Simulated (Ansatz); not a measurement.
# AlClFH3OSSi: two geometries relaxed

Aim: relax the geometries before and after the rotation by 180° about the O1–Al2 bond, and see whether they are two minima and how far apart in energy. SMILES of the start: [OH][Al]([Cl])[SiH](F)S.

Method: RKS PBE0-D4/def2-SVP, in Ansatz 0.2.0.

### Step 1. The system as given

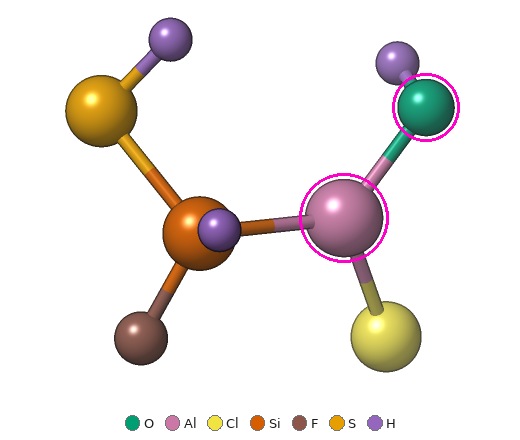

The starting structure, seen from a free direction (oxygen teal, aluminium pink, chlorine yellow, silicon orange, fluorine brown, sulfur amber, hydrogen purple). Ringed: O1, Al2.

Structure file:

```xyz
9

O     1.3143   -2.0484    0.4631
Al    1.2218   -0.3067   -0.2378
Cl    3.0801    0.7741   -0.6555
Si   -0.7708    0.7569   -0.6581
F    -0.5746    2.2896   -1.2778
S    -1.9557    0.8896    1.1761
H     1.2869   -1.8695    1.4366
H    -1.5668   -0.0243   -1.6427
H    -1.9466   -0.5075    1.3789
```

### Step 2. End point A

Contents of input.yaml:

```yaml
crystal:
  periodic: [false, false, false]
  atoms:
    - { symbol: O, position_ang: [1.3143, -2.0484, 0.4631] }
    - { symbol: Al, position_ang: [1.2218, -0.3067, -0.2378] }
    - { symbol: Cl, position_ang: [3.0801, 0.7741, -0.6555] }
    - { symbol: Si, position_ang: [-0.7708, 0.7569, -0.6581] }
    - { symbol: F, position_ang: [-0.5746, 2.2896, -1.2778] }
    - { symbol: S, position_ang: [-1.9557, 0.8896, 1.1761] }
    - { symbol: H, position_ang: [1.2869, -1.8695, 1.4366] }
    - { symbol: H, position_ang: [-1.5668, -0.0243, -1.6427] }
    - { symbol: H, position_ang: [-1.9466, -0.5075, 1.3789] }
basis:
  gaussian: { orbitals: def2-SVP }
hamiltonian:
  xc: pbe0
  dispersion: d4
relax:
  f_tol: 0.015
  max_steps: 40
```

Run with:

```console
ansatz run input.yaml --threads 2 --pin off --max-ram 3072MiB --backend cpu --events-out ev --progress --plain --runs-dir out
```

The program printed, shortened:

```text
Warning: RAYON_NUM_THREADS=2 ignored (pool sized by the plan → 2); use --threads N
[...]
Functional definition: PBE0
[...]
1125 factors; integrals over basis functions are off by at most 3.5e-4 eV
[...]
mean field -42615.52853609 eV, -1566.0917878587 hartree, gradient 3.8e-5 eV, S^2 0.000000; 0 other end points of the search recorded, 0 dependent functions left out
[...]
reference -42615.52856480 eV, -1566.0917889138 hartree; 40, 40 occupied and 75, 75 virtual orbitals, 1125 factors
relax step   1: F+E_penalty+E_count = -42615.75618027 eV  Δ(F+E_penalty+E_count) = +0.000e0 eV  max|allowed force component| = 3.245e0 eV/Å  Δτ_max = 0.0000 Å  (28 SCF iters, accepted)
[...]
relax step   4: F+E_penalty+E_count = -42616.52288729 eV  Δ(F+E_penalty+E_count) = -2.305e-1 eV  max|allowed force component| = 3.672e-1 eV/Å  Δτ_max = 0.1999 Å  (34 SCF iters, accepted)
[...]
relax step   7: F+E_penalty+E_count = -42616.61679260 eV  Δ(F+E_penalty+E_count) = -6.491e-3 eV  max|allowed force component| = 1.497e-1 eV/Å  Δτ_max = 0.0336 Å  (30 SCF iters, accepted)
[...]
relax step  10: F+E_penalty+E_count = -42616.63715065 eV  Δ(F+E_penalty+E_count) = -4.485e-3 eV  max|allowed force component| = 2.084e-1 eV/Å  Δτ_max = 0.0680 Å  (28 SCF iters, accepted)
[...]
relax step  13: F+E_penalty+E_count = -42616.65185414 eV  Δ(F+E_penalty+E_count) = -8.778e-3 eV  max|allowed force component| = 2.451e-1 eV/Å  Δτ_max = 0.0974 Å  (30 SCF iters, accepted)
[...]
relax step  14: F+E_penalty+E_count = -42616.65263562 eV  Δ(F+E_penalty+E_count) = -7.815e-4 eV  max|allowed force component| = 5.500e-1 eV/Å  Δτ_max = 0.1481 Å  (29 SCF iters, accepted)
[...]
1125 factors; integrals over basis functions are off by at most 4.6e-4 eV
mean field -42616.43792611 eV, -1566.1252073255 hartree, gradient 1.5e-5 eV, S^2 0.000000; 0 other end points of the search recorded, 0 dependent functions left out
[...]
reference -42616.43795427 eV, -1566.1252083602 hartree; 40, 40 occupied and 75, 75 virtual orbitals, 1125 factors
```

### Step 3. The log goes on: end point A relaxed

Output, continued, shortened:

```text
relax step  15: F+E_penalty+E_count = -42616.67199456 eV  Δ(F+E_penalty+E_count) = -1.936e-2 eV  max|allowed force component| = 2.697e-1 eV/Å  Δτ_max = 0.0719 Å  (29 SCF iters, accepted)
[...]
relax step  18: F+E_penalty+E_count = -42616.72677481 eV  Δ(F+E_penalty+E_count) = -1.842e-2 eV  max|allowed force component| = 4.526e-1 eV/Å  Δτ_max = 0.1214 Å  (29 SCF iters, accepted)
[...]
relax step  21: F+E_penalty+E_count = -42616.77575968 eV  Δ(F+E_penalty+E_count) = -1.186e-2 eV  max|allowed force component| = 2.621e-1 eV/Å  Δτ_max = 0.1045 Å  (29 SCF iters, accepted)
[...]
relax step  24: F+E_penalty+E_count = -42616.78574042 eV  Δ(F+E_penalty+E_count) = -6.996e-4 eV  max|allowed force component| = 3.664e-2 eV/Å  Δτ_max = 0.0767 Å  (29 SCF iters, accepted)
[...]
Total energy: -42616.78595057 eV, -1566.1379969885 hartree
Atom 0 at     1.169073    -0.958564     1.347460 Å, force     0.011213    -0.004786     0.002106 eV/Å
Atom 1 at     1.205591    -0.297127    -0.214665 Å, force    -0.000554     0.001082    -0.011019 eV/Å
Atom 2 at     2.895672    -0.541691    -1.443709 Å, force    -0.005130     0.003894     0.000590 eV/Å
Atom 3 at    -0.883492     0.812302    -0.749570 Å, force    -0.014276     0.005282    -0.012614 eV/Å
Atom 4 at    -0.798754     2.365209    -0.245513 Å, force     0.004806    -0.001416    -0.000172 eV/Å
Atom 5 at    -2.395166    -0.286759     0.284477 Å, force     0.005616    -0.002426     0.002489 eV/Å
Atom 6 at     1.857648    -1.445551     1.804128 Å, force    -0.006422    -0.002305     0.012293 eV/Å
Atom 7 at    -1.340570     0.837540    -2.166589 Å, force     0.005710     0.003743    -0.001097 eV/Å
Atom 8 at    -1.621403    -0.531559     1.366780 Å, force    -0.000963    -0.003068     0.007423 eV/Å
Dipole moment:     0.286160    -0.328090     0.181935 e Å
```

It took 79 s on 2 threads of Intel Xeon Platinum 8488C (Sapphire Rapids), shared host; peak memory 0.31 GiB.

The steps of the relaxation:

| step | energy from step 1 (eV) | largest force component (eV/Å) |
| --- | --- | --- |
| 1 | 0.0000 | 3.2450 |
| 2 | -0.4477 | 2.1839 |
| 3 | -0.5362 | 2.6923 |
| 4 | -0.7667 | 0.3672 |
| 5 | -0.8209 | 0.2878 |
| 6 | -0.8541 | 0.2288 |
| 7 | -0.8606 | 0.1497 |
| 8 | -0.8705 | 0.0821 |
| 9 | -0.8765 | 0.1308 |
| 10 | -0.8810 | 0.2084 |
| 11x | -0.8181 | 1.3199 |
| 12 | -0.8869 | 0.1404 |
| 13 | -0.8957 | 0.2451 |
| 14 | -0.8965 | 0.5500 |
| 15 | -0.9158 | 0.2697 |
| 16 | -0.9372 | 0.2475 |
| 17 | -0.9522 | 0.5567 |
| 18 | -0.9706 | 0.4526 |
| 19 | -0.9906 | 0.4296 |
| 20 | -1.0077 | 0.3735 |
| 21 | -1.0196 | 0.2621 |
| 22 | -1.0259 | 0.1247 |
| 23 | -1.0289 | 0.0450 |
| 24 | -1.0296 | 0.0366 |
| 25 | -1.0297 | 0.0203 |
| 26 | -1.0297 | 0.0143 |

Step 1 is the start. 1 step was tried and not accepted (marked x).

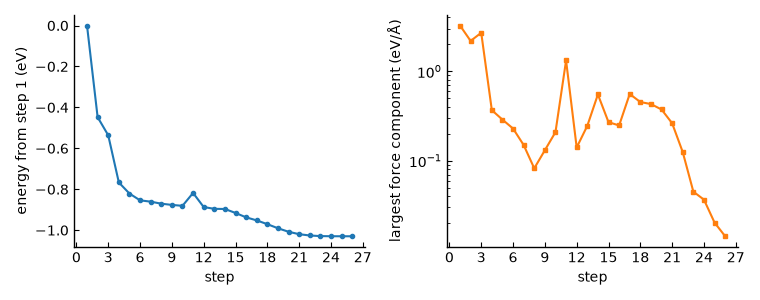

How energy and force went from step to step.

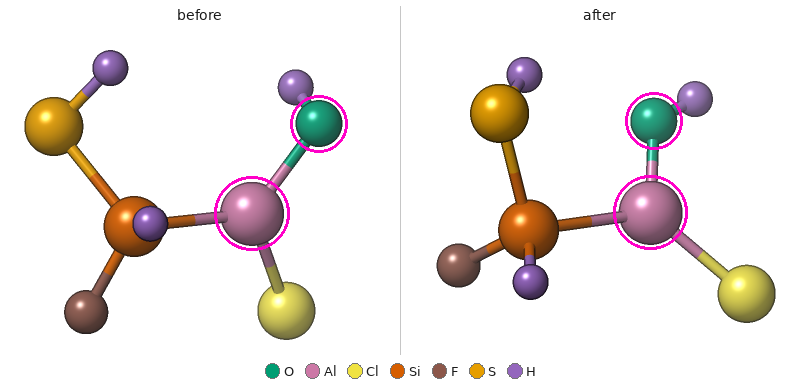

The structure before (left) and after (right), drawn at the same scale.

After: Bond lengths: O1–Al2 1.697 Å, Al2–Cl3 2.104 Å, Al2–Si4 2.425 Å, Si4–F5 1.635 Å, Si4–S6 2.136 Å, O1–H7 0.959 Å, Si4–H8 1.489 Å, S6–H9 1.353 Å. Angles: O1–Al2–Cl3 120.6°, O1–Al2–Si4 111.3°, Cl3–Al2–Si4 128.0°, Al2–O1–H7 128.4°, Al2–Si4–F5 108.8°, Al2–Si4–S6 105.5°, Al2–Si4–H8 118.8°, F5–Si4–S6 112.1°, F5–Si4–H8 107.0°, S6–Si4–H8 104.6°, Si4–S6–H9 94.3°.

### Step 4. End point B

The second end starts from a geometry with the move made by hand.

Contents of input.yaml:

```yaml
crystal:
  periodic: [false, false, false]
  atoms:
    - { symbol: O, position_ang: [1.3143, -2.0484, 0.4631] }
    - { symbol: Al, position_ang: [1.2218, -0.3067, -0.2378] }
    - { symbol: Cl, position_ang: [-0.74139, 0.58749, -0.61488] }
    - { symbol: Si, position_ang: [3.09233, 0.92813, -0.74244] }
    - { symbol: F, position_ang: [2.73457, 2.43752, -1.34695] }
    - { symbol: S, position_ang: [4.3267, -0.13608, -2.20178] }
    - { symbol: H, position_ang: [1.2869, -1.8695, 1.4366] }
    - { symbol: H, position_ang: [3.91958, 1.12088, 0.47896] }
    - { symbol: H, position_ang: [4.4525, -1.27889, -1.38246] }
basis:
  gaussian: { orbitals: def2-SVP }
hamiltonian:
  xc: pbe0
  dispersion: d4
relax:
  f_tol: 0.015
  max_steps: 40
```

Run with:

```console
ansatz run input.yaml --threads 2 --pin off --max-ram 3072MiB --backend cpu --events-out ev --progress --plain --runs-dir out
```

The program printed, shortened:

```text
Warning: RAYON_NUM_THREADS=2 ignored (pool sized by the plan → 2); use --threads N
[...]
[... 1 set-up line as earlier in the session ...]
[...]
1125 factors; integrals over basis functions are off by at most 3.5e-4 eV
[...]
mean field -42615.52827553 eV, -1566.0917782832 hartree, gradient 3.4e-5 eV, S^2 0.000000; 0 other end points of the search recorded, 0 dependent functions left out
[...]
reference -42615.52830480 eV, -1566.0917793587 hartree; 40, 40 occupied and 75, 75 virtual orbitals, 1125 factors
relax step   1: F+E_penalty+E_count = -42615.75521853 eV  Δ(F+E_penalty+E_count) = +0.000e0 eV  max|allowed force component| = 3.252e0 eV/Å  Δτ_max = 0.0000 Å  (28 SCF iters, accepted)
[...]
relax step   5: F+E_penalty+E_count = -42616.57743720 eV  Δ(F+E_penalty+E_count) = -8.116e-2 eV  max|allowed force component| = 3.132e-1 eV/Å  Δτ_max = 0.1998 Å  (27 SCF iters, accepted)
[...]
relax step   9: F+E_penalty+E_count = -42616.62173113 eV  Δ(F+E_penalty+E_count) = -1.051e-2 eV  max|allowed force component| = 7.551e-2 eV/Å  Δτ_max = 0.0975 Å  (29 SCF iters, accepted)
[...]
relax step  13: F+E_penalty+E_count = -42616.64303081 eV  Δ(F+E_penalty+E_count) = -7.738e-3 eV  max|allowed force component| = 2.461e-1 eV/Å  Δτ_max = 0.1041 Å  (30 SCF iters, accepted)
[...]
relax step  16: F+E_penalty+E_count = -42616.67678381 eV  Δ(F+E_penalty+E_count) = -1.809e-2 eV  max|allowed force component| = 2.538e-1 eV/Å  Δτ_max = 0.1926 Å  (29 SCF iters, accepted)
[...]
relax step  17: F+E_penalty+E_count = -42616.68775152 eV  Δ(F+E_penalty+E_count) = -1.097e-2 eV  max|allowed force component| = 5.852e-1 eV/Å  Δτ_max = 0.1901 Å  (29 SCF iters, accepted)
[...]
1125 factors; integrals over basis functions are off by at most 6.3e-4 eV
mean field -42616.47624154 eV, -1566.1266153915 hartree, gradient 8.7e-6 eV, S^2 0.000000; 0 other end points of the search recorded, 0 dependent functions left out
[...]
reference -42616.47626992 eV, -1566.1266164344 hartree; 40, 40 occupied and 75, 75 virtual orbitals, 1125 factors
```

### Step 5. The output, continued: end point B relaxed

The log, continued, shortened:

```text
relax step  18: F+E_penalty+E_count = -42616.71142849 eV  Δ(F+E_penalty+E_count) = -2.368e-2 eV  max|allowed force component| = 4.033e-1 eV/Å  Δτ_max = 0.1092 Å  (30 SCF iters, accepted)
[...]
relax step  21: F+E_penalty+E_count = -42616.75541713 eV  Δ(F+E_penalty+E_count) = -1.272e-3 eV  max|allowed force component| = 6.506e-1 eV/Å  Δτ_max = 0.1686 Å  (29 SCF iters, accepted)
[...]
relax step  24: F+E_penalty+E_count = -42616.78219687 eV  Δ(F+E_penalty+E_count) = -2.803e-3 eV  max|allowed force component| = 4.436e-2 eV/Å  Δτ_max = 0.0827 Å  (29 SCF iters, accepted)
[...]
relax step  27: F+E_penalty+E_count = -42616.78580048 eV  Δ(F+E_penalty+E_count) = -4.987e-4 eV  max|allowed force component| = 3.193e-2 eV/Å  Δτ_max = 0.0250 Å  (30 SCF iters, accepted)
[...]
Total energy: -42616.78602847 eV, -1566.1379998513 hartree
Atom 0 at     1.359404    -1.784071    -0.344081 Å, force    -0.014544     0.006699     0.009145 eV/Å
Atom 1 at     1.265424    -0.136389     0.052810 Å, force     0.007055    -0.002488    -0.003930 eV/Å
Atom 2 at    -0.347620     0.608510     1.178953 Å, force    -0.001057     0.000559     0.000750 eV/Å
Atom 3 at     3.191299     1.077904    -0.783162 Å, force    -0.000281     0.002021    -0.001041 eV/Å
Atom 4 at     2.870898     1.583665    -2.304595 Å, force     0.001253    -0.001331     0.002155 eV/Å
Atom 5 at     4.809098    -0.315704    -0.721264 Å, force    -0.003108    -0.001218    -0.001080 eV/Å
Atom 6 at     0.735448    -2.483631    -0.140878 Å, force     0.008849    -0.004881    -0.005887 eV/Å
Atom 7 at     3.680314     2.262280    -0.024532 Å, force    -0.000135    -0.001338    -0.000790 eV/Å
Atom 8 at     4.043025    -1.378113    -1.060901 Å, force     0.001969     0.001976     0.000677 eV/Å
Dipole moment:    -0.240810    -0.358450     0.193286 e Å
```

Run time: 89 s. Hardware: 2 threads of Intel Xeon Platinum 8488C (Sapphire Rapids), shared host; peak memory 0.31 GiB.

Relaxation path, one in 2:

| step | energy from step 1 (eV) | largest force component (eV/Å) |
| --- | --- | --- |
| 1 | 0.0000 | 3.2518 |
| 3 | -0.5136 | 2.6034 |
| 5 | -0.8222 | 0.3132 |
| 7 | -0.8560 | 0.1830 |
| 9 | -0.8665 | 0.0755 |
| 11 | -0.8718 | 0.3109 |
| 13 | -0.8878 | 0.2461 |
| 15 | -0.9035 | 0.3090 |
| 17 | -0.9325 | 0.5852 |
| 19 | -0.9839 | 0.3939 |
| 21 | -1.0002 | 0.6506 |
| 23 | -1.0242 | 0.0792 |
| 25 | -1.0290 | 0.1295 |
| 27 | -1.0306 | 0.0319 |
| 29x | -1.0307 | 0.0208 |
| 30 | -1.0308 | 0.0145 |

Step 1 is the start. 2 steps were tried and not accepted (marked x).

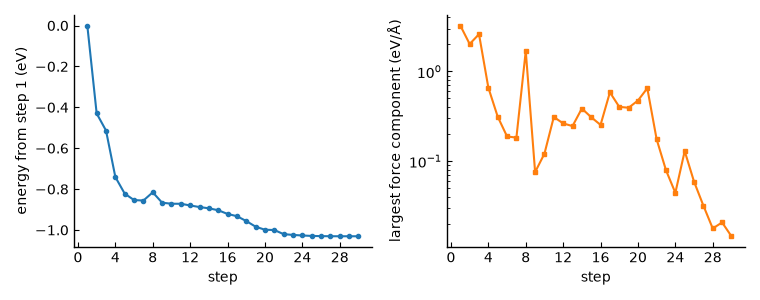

Energy and largest force along the relaxation.

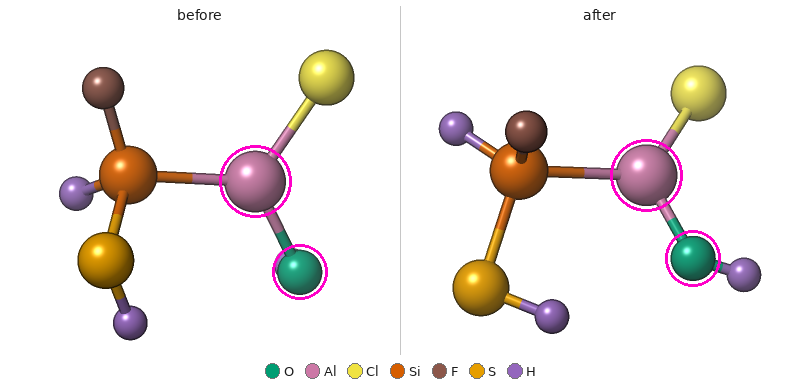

Before and after, at one scale.

After: Bond lengths: O1–Al2 1.697 Å, Al2–Cl3 2.104 Å, Al2–Si4 2.425 Å, Si4–F5 1.635 Å, Si4–S6 2.136 Å, O1–H7 0.959 Å, Si4–H8 1.489 Å, S6–H9 1.353 Å. Angles: O1–Al2–Cl3 120.8°, O1–Al2–Si4 111.2°, Cl3–Al2–Si4 128.0°, Al2–O1–H7 128.5°, Al2–Si4–F5 108.7°, Al2–Si4–S6 105.4°, Al2–Si4–H8 118.9°, F5–Si4–S6 112.2°, F5–Si4–H8 107.0°, S6–Si4–H8 104.8°, Si4–S6–H9 94.4°.

### Step 6. Results

| quantity | value |
| --- | --- |
| end A | 24 moves, 1.030 eV lower |
| end B | 27 moves, 1.031 eV lower |
| largest difference between the ends | 0.01 Å |
| end B relative to end A | -0.000 eV |

**Reading.** Both starts fell into the same minimum (no atom differs by more than 0.01 Å), so from this start no second minimum was found and no band was run; another arrangement could still be one.
